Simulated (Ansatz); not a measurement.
**W(110) film, 5 layers, flat: channels in plane against thickness**

Aim: the ballistic channels of flat films against thickness, first W(110) film, 5 layers, flat.

Method: Ansatz plane-wave DFT, PBE, PAW files; ballistic transport by layer matching (Landauer), zero bias; PAW set soft_1, in Ansatz 0.2.0.

## 1. The starting structure

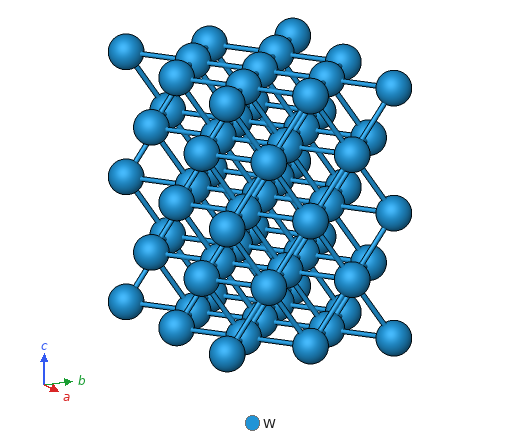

The starting structure, seen from the side, with the c axis up (tungsten blue). 1×2×2 cells are drawn. Some periodic images of atoms are drawn too.

The cell holds 10 atoms: 10 W. Its edges and angles: a = 19.951 Å, b = 3.165 Å, c = 4.476 Å, α = 90.0°, β = 90.0°, γ = 90.0°. It derives from W. Vacuum lies along a. The structure's axis is c.

## 2. With 5 layers

Vacuum lies along the first vector, which takes one k-point, and the current runs in the film's plane. One period is a perfect wire, so its channels are the result. Energies from -0.27 to 0.27 eV in steps of 0.036 eV cover the slope of the Fermi function at 300 K, so the program can form a conductance.

d

input.yaml reads:

```yaml
crystal:
  lattice:
    - [19.9514061644, 0.0, 0.0]
    - [0.0, 3.1648, 0.0]
    - [0.0, 0.0, 4.4757030822]
  atoms:
    - { symbol: W, position: [0.2255480122, 0.0, 0.0] }
    - { symbol: W, position: [0.2255480122, 0.5, 0.5] }
    - { symbol: W, position: [0.3377131158, 0.5, 0.0] }
    - { symbol: W, position: [0.3377131158, 0.0, 0.5] }
    - { symbol: W, position: [0.4498782195, 0.0, 0.0] }
    - { symbol: W, position: [0.4498782195, 0.5, 0.5] }
    - { symbol: W, position: [0.5620433232, 0.5, 0.0] }
    - { symbol: W, position: [0.5620433232, 0.0, 0.5] }
    - { symbol: W, position: [0.6742084269, 0.0, 0.0] }
    - { symbol: W, position: [0.6742084269, 0.5, 0.5] }
kpoints:
  mp_grid: { grid: [1, 13, 9] }
hamiltonian:
  xc: pbe
  pseudopotentials: { kind: paw, azcp: { folder: soft_1 } }
scf:
  occupations: { method: fermi_dirac, width: 0.1 }
output:
  transmission:
    leads: [[0, 0]]
    kmesh: [1, 30]
    e_range: [-0.27, 0.27]
    de: 0.036
```

Command:

```sh
$ ansatz run input.yaml --threads 4 --pin off --max-ram 8192MiB --backend cpu --events-out ev --progress --plain --runs-dir out
```

Numbers of over 12 decimals in the logs are rounded to 6 here.

The program printed:

```text
Engine: ansatz 0.2.0, aarch64-unknown-linux-gnu
Pseudopotentials: kind: paw
Pseudopotential: W, paw, valence charge 14, recommended cutoff 420 eV (normal), soft_1/W.paw.azcp
Functional definition: PBE
  parameter kappa = 0.804
  parameter beta = 0.066725
  exchange = pbe_x(kappa = kappa, mu = beta*pi^2/3)
  correlation = pbe_c(beta = beta)
Crystal: 10 atoms, lattice volume = 282.606 Å³
Basis set: ecut = 420 eV, 5515 PW (Γ)
Bands: 84, of which v1, the nominal top of the filled ones, is band 70 counted from 1 (69 counted from 0)
Symmetry: 16 space group operations
Space group: Cmmm (ITA 65), of the structure as read, at distance tolerance 6.6e-5 Å
k-points: 35 of 117
Non-local potential: W, projectors of the file, l = 0: 3, l = 1: 2, l = 2: 2, l = 3: 1
PAW form: soft (Blöchl's): semilocal exchange-correlation on the pseudo side does not see the compensation charge
PAW one-centre angular grid: W, 590 points (default); XC on 64 Gauss nodes
Initial density: superposition of atomic densities (neutral atoms: chi_scale 0, normalization atom)
Initial wavefunctions: pseudopotential atomic-orbital guess
Functional: x = pbe(κ = 0.804, μ = 0.219515), c = pbe(β = 0.066725)
SCF iter   1: F=—  HF=-103857.326851 eV  |F-HF|=—  |Δ(HF+E_count)|=         —  Δρ=5.12e-2  dr2=3.46e1  ethr=3.10e-3  ⟨swp⟩=8.3  Hψ=13223  notcnv=0
preconditioner: auto → LDOS  [metal: Δε(μ)=0.005 eV  Ē_g=5.016 eV  σ=0.100 eV  W_gap=0.01  n_scr=58 (ndim 8)  ℏωp=17.1 eV  f_vac=0.356  D(μ)=7.09/eV (n_scr^D=44)  β→1.0]
SCF iter   2: F=—  HF=-103854.693335 eV  |F-HF|=—  |Δ(HF+E_count)|=    2.63e0  Δρ=2.75e-2  dr2=8.16e0  ethr=3.10e-3  ⟨swp⟩=4.1  Hψ=7584  notcnv=0
SCF iter   3: F=—  HF=-103853.562649 eV  |F-HF|=—  |Δ(HF+E_count)|=    1.13e0  Δρ=6.77e-3  dr2=4.33e-1  ethr=3.10e-3  ⟨swp⟩=3.1  Hψ=6168  notcnv=0
SCF iter   4: F=—  HF=-103853.472400 eV  |F-HF|=—  |Δ(HF+E_count)|=   9.02e-2  Δρ=1.86e-3  dr2=1.26e-2  ethr=3.09e-4  ⟨swp⟩=3.1  Hψ=5769  notcnv=0
SCF iter   5: F=—  HF=-103853.473218 eV  |F-HF|=—  |Δ(HF+E_count)|=   8.18e-4  Δρ=6.18e-4  dr2=1.78e-3  ethr=8.99e-6  ⟨swp⟩=2.8  Hψ=5342  notcnv=0
SCF iter   6: F=—  HF=-103853.473331 eV  |F-HF|=—  |Δ(HF+E_count)|=   1.13e-4  Δρ=1.64e-4  dr2=3.62e-4  ethr=1.27e-6  ⟨swp⟩=3.0  Hψ=5187  notcnv=0
SCF iter   7: F=—  HF=-103853.473362 eV  |F-HF|=—  |Δ(HF+E_count)|=   3.08e-5  Δρ=5.89e-5  dr2=2.78e-5  ethr=2.58e-7  ⟨swp⟩=2.4  Hψ=3562  notcnv=0
SCF iter   8: F=—  HF=-103853.473454 eV  |F-HF|=—  |Δ(HF+E_count)|=   9.21e-5  Δρ=1.36e-5  dr2=1.14e-6  ethr=1.99e-8  ⟨swp⟩=2.7  Hψ=4636  notcnv=0
SCF iter   9: F=—  HF=-103853.473454 eV  |F-HF|=—  |Δ(HF+E_count)|=   3.45e-7  Δρ=5.18e-6  dr2=1.76e-7  ethr=7.14e-11  ⟨swp⟩=8.1  Hψ=9975  notcnv=0
SCF iter  10: F=-103853.473454 eV  HF=-103853.473454 eV  |F-HF|=5.85e-9  |Δ(HF+E_count)|=   1.34e-8  Δρ=1.47e-6  dr2=1.17e-8  ethr=7.14e-11  ⟨swp⟩=2.6  Hψ=5703  notcnv=0
SCF 1 converged in 10 iterations: F = -103853.473454 eV  dr2 = 1.17e-8
  greatest PAW one-centre occupation: 0.999 electrons in one spin orbital (limit 2), on the W atom at site 7 (counted from 0), in its partial waves of l = 0
transmission: 12 of 96 steps passed
transmission: 24 of 96 steps passed
[...]
transmission: 96 of 96 steps passed
SCF converged after 10 iterations
Free energy (F): -103853.473454 eV
Harris-Foulkes:  -103853.473454 eV  (|F-HF|=5.85e-9)
Internal energy: -103853.238241 eV  (E = F + TS)
E sigma→0 (E₀):  -103853.355847 eV
Entropy (-TS):   -0.235214 eV (-23.521 meV/atom)
Fermi energy:    10.542856 eV
--- Per-component energies (eV) ---
  E_band       = -2487.118004
  E_kinetic    = 4202.413260
  E_local      = -88200.528557  (includes V_loc(G=0)·N_el)
  E_nonlocal   = -251.935260
  E_hartree    = 42844.150001
  E_xc         = -2667.863686
  E_vxc        = -2301.166630  (∫ρ·V_xc dr)
  E_paw        = -85777.839038  (= ΣΔE_a)
  E_vpaw       = -1624.180432  (= ΣTr[D̂ρ^β])
  E_aug_tail   = 0.001477  (compensation charges beyond the density's cutoff)
  E_ewald      = 25998.363562
  E_smearing   = -0.235214  (= −TS)
  E_closure    = -0.000000  (closes the sum)
  Σ components = -103853.473454   (vs F -103853.473454, Δ=0.00e0)
--- Band table (eV; the first three rows and the last of 35) ---
  k-point 0: bands = [... 66 lower, 10.2637, 10.3468, 10.7665, 10.9653, 11.0993, 11.1507, 11.4271, 12.1674, ... 10 higher]
  k-point 1: bands = [... 66 lower, 10.1495, 10.2993, 10.6928, 10.7013, 10.9262, 10.9886, 11.4889, 11.7120, ... 10 higher]
  k-point 2: bands = [... 66 lower, 9.7181, 9.9430, 10.3936, 10.4939, 10.5431, 10.6895, 10.9941, 11.1032, ... 10 higher]
  k-point 34: bands = [... 66 lower, 10.9554, 10.9795, 11.4379, 11.4612, 12.0305, 12.1101, 12.2529, 12.3876, ... 10 higher]
--- Transmission ---
  basis      : 557 plane waves across, 6 finite elements along
  points     : 16, standing for a mesh of 1 x 30
  filling    : by the input's occupations and mesh, since the crystals that have channels conduct as metals do. If one of these is a semiconductor, that mesh has misplaced its level
  energies   : 16 from -0.270000 to 0.270000 eV about the Fermi level, 0.036000 eV apart; the leads are filled to 0.000000 eV, and channels, transmission and decay are at 0.018000 eV
  crystal 0  : W10, at the sites [0, 0], period 4.4757 Å: whole cells are its period
    offset         : up to 0.0000 Å between an atom of the period and one for which it stands
    filled         : 12.3 meV under the level at which it is neutral
    channels       : 5.133333e0 a spin
    conductance    : 6.2565e14 S/m² at 300 K; may be off by some 0.0 % by where its bands' edges are placed, 9.6 % from the k-mesh, 1.0 % from the distance to neutral
```

Wall time 21 min (4 threads of Arm Neoverse V1, shared host); peak memory 3.6 GiB.

Reading the cycles: dr2 is the Hartree energy of the density residual (eV), the measure of convergence; HF is the Harris–Foulkes estimate of the energy, which meets the free energy F at convergence.

This step gave:

| Item | Value |
| --- | --- |
| free energy | -103853.4735 eV |
| energy at zero smearing | -103853.3558 eV |
| Fermi energy | 10.54 eV |
| cell area | 63.14 Å² |
| channels at the energy nearest the Fermi level, one spin | 4.733 |
| estimated errors of the lead's conductance | 0, 9.6, 1 % (band edges, k-mesh, distance from neutral) |
| conductance of the lead as this run defines it | 5.099 G₀ |

Per spin. Open channels, zone mean, lead against energy, zero at the Fermi level:

| energy (eV) | open channels, zone mean, lead |
| --- | --- |
| -0.270 | 5.1 |
| -0.234 | 5.17 |
| -0.198 | 5.23 |
| -0.162 | 5.27 |
| -0.126 | 5.13 |
| -0.090 | 5.2 |
| -0.054 | 5 |
| -0.018 | 4.73 |
| 0.018 | 5.13 |
| 0.054 | 5.4 |
| 0.090 | 5.73 |
| 0.126 | 5.87 |
| 0.162 | 6.07 |
| 0.198 | 6.07 |
| 0.234 | 6.57 |
| 0.270 | 6.37 |

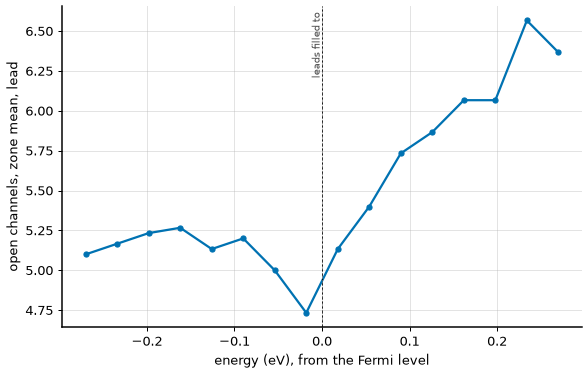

Open channels, zone mean, lead against energy.

The program's largest error estimate for it is 9.6 %, from the k-mesh.

## 3. With 6 layers, thickness 13.427 A

The film grows to 6 layers.

l

System of this step: W(110) film, 6 layers, flat. The cell holds 12 atoms: 12 W. Its edges and angles: a = 22.189 Å, b = 3.165 Å, c = 4.476 Å, α = 90.0°, β = 90.0°, γ = 90.0°. It derives from W. Vacuum lies along a. The structure's axis is c.

input.yaml, the sections that differ from step 2:

```yaml
crystal:
  lattice:
    - [22.1892577055, 0.0, 0.0]
    - [0.0, 3.1648, 0.0]
    - [0.0, 0.0, 4.4757030822]
  atoms:
    - { symbol: W, position: [0.2028008354, 0.0, 0.0] }
    - { symbol: W, position: [0.2028008354, 0.5, 0.5] }
    - { symbol: W, position: [0.3036537603, 0.5, 0.0] }
    - { symbol: W, position: [0.3036537603, 0.0, 0.5] }
    - { symbol: W, position: [0.4045066852, 0.0, 0.0] }
    - { symbol: W, position: [0.4045066852, 0.5, 0.5] }
    - { symbol: W, position: [0.5053596101, 0.5, 0.0] }
    - { symbol: W, position: [0.5053596101, 0.0, 0.5] }
    - { symbol: W, position: [0.606212535, 0.0, 0.0] }
    - { symbol: W, position: [0.606212535, 0.5, 0.5] }
    - { symbol: W, position: [0.70706546, 0.5, 0.0] }
    - { symbol: W, position: [0.70706546, 0.0, 0.5] }
# kpoints, hamiltonian, scf, output: as in step 2
```

The program printed:

```text
[...]
Crystal: 12 atoms, lattice volume = 314.304 Å³
Basis set: ecut = 420 eV, 6155 PW (Γ)
Bands: 101, of which v1, the nominal top of the filled ones, is band 84 counted from 1 (83 counted from 0)
Symmetry: 16 space group operations
[...]
k-points: 35 of 117
[...]
k-point 34: bands = [... 80 lower, 12.3484, 12.3821, 12.5284, 12.5333, 13.1989, 13.3106, 13.3922, 13.5839, ... 13 higher]
--- Transmission ---
  basis      : 629 plane waves across, 6 finite elements along
  points     : 16, standing for a mesh of 1 x 30
[...]
crystal 0  : W12, at the sites [0, 0], period 4.4757 Å: whole cells are its period
[...]
filled         : 15.2 meV under the level at which it is neutral
    channels       : 5.666667e0 a spin
[...]
[key lines of the parts left out:]
SCF converged after 10 iterations
Free energy (F): -124625.355459 eV
Fermi energy:    11.735791 eV
```

The job ended after 32 min (4 threads; peak memory 4.6 GiB).

Numbers from this step:

```yaml
free_energy: -124625.3555 eV
energy_at_zero_smearing: -124625.2282 eV
fermi_energy: 11.74 eV
cell_area: 70.22 Å²
channels_at_the_energy_nearest_the_fermi_level_one_spin: 5.667
estimated_errors_of_the_lead_s_conductance: 0, 12.1, 1.2 % (band edges, k-mesh, distance from neutral)
conductance_of_the_lead_as_this_run_defines_it: 5.764 G₀
```

Per spin. Table of open channels, zone mean, lead by energy, zero at the Fermi level:

| energy (eV) | open channels, zone mean, lead |
| --- | --- |
| -0.270 | 5.93 |
| -0.234 | 5.93 |
| -0.198 | 5.73 |
| -0.162 | 5.63 |
| -0.126 | 5.63 |
| -0.090 | 5.83 |
| -0.054 | 5.77 |
| -0.018 | 5.67 |
| 0.018 | 5.67 |
| 0.054 | 6.2 |
| 0.090 | 6.67 |
| 0.126 | 6.73 |
| 0.162 | 6.93 |
| 0.198 | 6.53 |
| 0.234 | 6.73 |
| 0.270 | 7.03 |

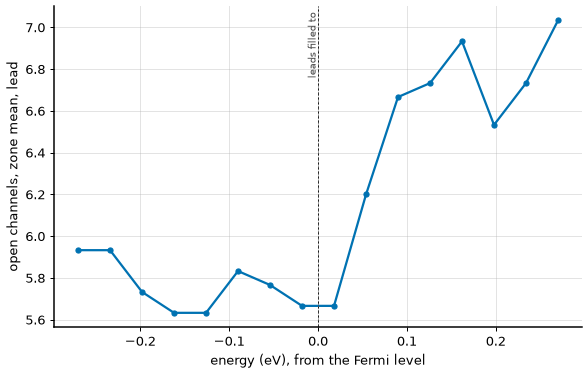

Open channels, zone mean, lead, plotted against energy.

The conductance of the lead as this run defines it is 5.76 G₀, 13 % over the 5.10 G₀ of the last finished run, no more than the error estimates, leads' steps apart, of 9.6 and 12 % together.

## 4. With 7 layers, thickness 15.665 A

The film grows to 7 layers.

 

System of this step: W(110) film, 7 layers, flat. The cell holds 14 atoms: 14 W. Its edges and angles: a = 24.427 Å, b = 3.165 Å, c = 4.476 Å, α = 90.0°, β = 90.0°, γ = 90.0°. It derives from W. Vacuum lies along a. The structure's axis is c.

input.yaml, the sections that differ from step 3:

```yaml
crystal:
  lattice:
    - [24.4271092466, 0.0, 0.0]
    - [0.0, 3.1648, 0.0]
    - [0.0, 0.0, 4.4757030822]
  atoms:
    - { symbol: W, position: [0.184221553, 0.0, 0.0] }
    - { symbol: W, position: [0.184221553, 0.5, 0.5] }
    - { symbol: W, position: [0.2758349944, 0.5, 0.0] }
    - { symbol: W, position: [0.2758349944, 0.0, 0.5] }
    - { symbol: W, position: [0.3674484357, 0.0, 0.0] }
    - { symbol: W, position: [0.3674484357, 0.5, 0.5] }
    - { symbol: W, position: [0.4590618771, 0.5, 0.0] }
    - { symbol: W, position: [0.4590618771, 0.0, 0.5] }
    - { symbol: W, position: [0.5506753185, 0.0, 0.0] }
    - { symbol: W, position: [0.5506753185, 0.5, 0.5] }
    - { symbol: W, position: [0.6422887599, 0.5, 0.0] }
    - { symbol: W, position: [0.6422887599, 0.0, 0.5] }
    - { symbol: W, position: [0.7339022013, 0.0, 0.0] }
    - { symbol: W, position: [0.7339022013, 0.5, 0.5] }
# kpoints, hamiltonian, scf, output: as in step 3
```

The program printed:

```text
[...]
Crystal: 14 atoms, lattice volume = 346.003 Å³
Basis set: ecut = 420 eV, 6793 PW (Γ)
Bands: 118, of which v1, the nominal top of the filled ones, is band 98 counted from 1 (97 counted from 0)
Symmetry: 16 space group operations
[...]
k-points: 35 of 117
[...]
k-point 34: bands = [... 94 lower, 13.3336, 13.3442, 13.5382, 13.5688, 14.1922, 14.2559, 14.3555, 14.4282, ... 16 higher]
--- Transmission ---
  basis      : 687 plane waves across, 6 finite elements along
  points     : 16, standing for a mesh of 1 x 30
[...]
crystal 0  : W14, at the sites [0, 0], period 4.4757 Å: whole cells are its period
[...]
filled         : 13.4 meV under the level at which it is neutral
    channels       : 6.700000e0 a spin
[...]
[key lines of the parts left out:]
SCF converged after 11 iterations
Free energy (F): -145397.205326 eV
Fermi energy:    12.709648 eV
```

The job ended after 48 min (4 threads; peak memory 5.5 GiB; 3 h of CPU time).

Numbers from this step:

```yaml
free_energy: -145397.2053 eV
energy_at_zero_smearing: -145397.0649 eV
fermi_energy: 12.71 eV
cell_area: 77.31 Å²
channels_at_the_energy_nearest_the_fermi_level_one_spin: 6.3
estimated_errors_of_the_lead_s_conductance: 0, 7.1, 1 % (band edges, k-mesh, distance from neutral)
conductance_of_the_lead_as_this_run_defines_it: 6.491 G₀
```

Per spin. The open channels, zone mean, lead by energy, zero at the Fermi level:

| energy (eV) | open channels, zone mean, lead |
| --- | --- |
| -0.270 | 6.17 |
| -0.234 | 6.1 |
| -0.198 | 6.3 |
| -0.162 | 6.1 |
| -0.126 | 6.3 |
| -0.090 | 6.37 |
| -0.054 | 6.37 |
| -0.018 | 6.3 |
| 0.018 | 6.7 |
| 0.054 | 6.9 |
| 0.090 | 6.87 |
| 0.126 | 7.27 |
| 0.162 | 7.67 |
| 0.198 | 7.53 |
| 0.234 | 7.6 |
| 0.270 | 8.07 |

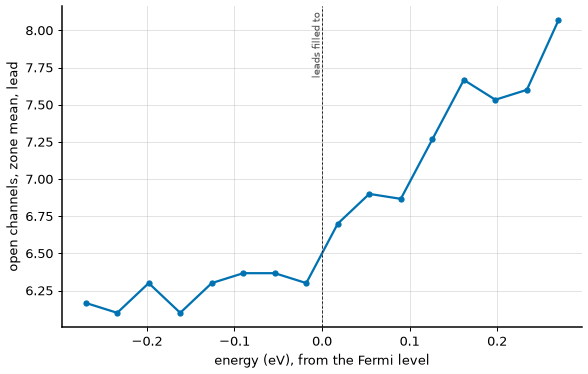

Open channels, zone mean, lead, plotted against energy.

The conductance of the lead as this run defines it is 6.49 G₀, 13 % over the 5.76 G₀ of the last finished run, no more than the error estimates, leads' steps apart, of 12 and 7.1 % together.

## 5. All levels side by side

Times are for 4 threads of Arm Neoverse V1, shared host. Results by setting:

| no. | layers | conductance of the lead as this run defines it (G₀) | time | memory (GiB) |
| --- | --- | --- | --- | --- |
| 1 | 5 | 5.099 | 21 min | 3.6 |
| 2 | 6 | 5.764 | 32 min | 4.6 |
| 3 | 7 | 6.491 | 48 min | 5.5 |

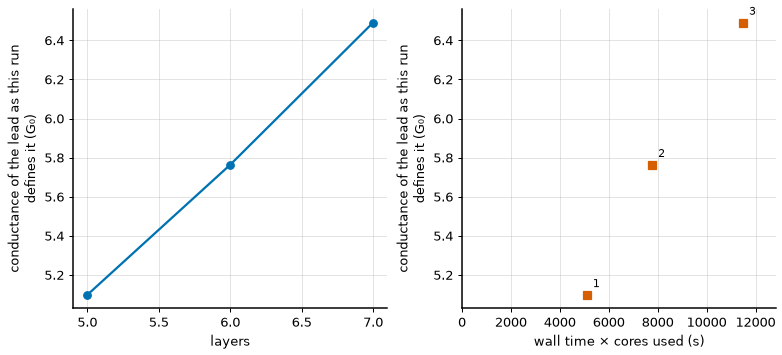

The series as plots; the last panel sets the first result against cost, with the runs numbered as in the table.

The runs together. The open channels, zone mean by energy, zero at the Fermi level:

| energy (eV) | 5 | 6 | 7 |
| --- | --- | --- | --- |
| -0.270 | 5.1 | 5.93 | 6.17 |
| -0.234 | 5.17 | 5.93 | 6.1 |
| -0.198 | 5.23 | 5.73 | 6.3 |
| -0.162 | 5.27 | 5.63 | 6.1 |
| -0.126 | 5.13 | 5.63 | 6.3 |
| -0.090 | 5.2 | 5.83 | 6.37 |
| -0.054 | 5 | 5.77 | 6.37 |
| -0.018 | 4.73 | 5.67 | 6.3 |
| 0.018 | 5.13 | 5.67 | 6.7 |
| 0.054 | 5.4 | 6.2 | 6.9 |
| 0.090 | 5.73 | 6.67 | 6.87 |
| 0.126 | 5.87 | 6.73 | 7.27 |
| 0.162 | 6.07 | 6.93 | 7.67 |
| 0.198 | 6.07 | 6.53 | 7.53 |
| 0.234 | 6.57 | 6.73 | 7.6 |
| 0.270 | 6.37 | 7.03 | 8.07 |

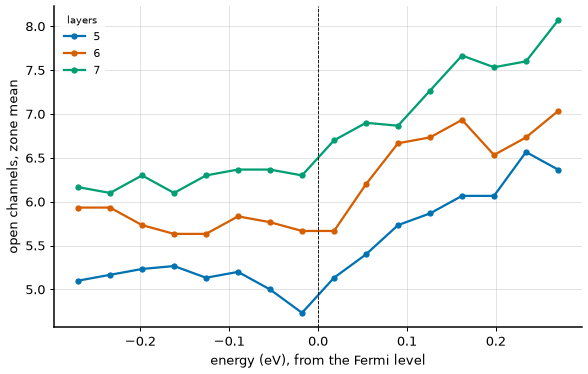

Open channels, zone mean against energy.

## 6. What came out

| Quantity | Value |
| --- | --- |
| conductance per cell, 5 layers | 5.10 G₀ |
| conductance per cell, 6 layers | 5.76 G₀ |
| conductance per cell, 7 layers | 6.49 G₀ |

**Reading.** The conductance per cell width goes from 5.10 G0 at 5 to 6.49 G0 at 7 layers. Over the film's own cross-section (layers × spacing × width) the conductance runs from 1.1 to 1.0×10¹⁵ S/m²; that nominal section leaves out the charge that spills into the vacuum, which flatters the thinnest films. The gains from one thickness to the next are 0.67 and 0.73 G0 per added layer; their spread isn't beyond the error estimates. The film repeats perfectly along the current, so nothing scatters; its faces are clean and not relaxed. Spin-orbit coupling is left out, which matters for W. The program's error estimates for the conductances, leads' steps apart, run from 7.1 to 12 %.

[Logs are printed without paths, hosts, clocks, repeated set-up lines and the standing remarks that a program may print on its own settings, such as how far it seeks lower states.]

[Hosts, paths, dates, database ids (printed as entryN), source tags and the programs' standing remarks are cut or masked in the printed files.]
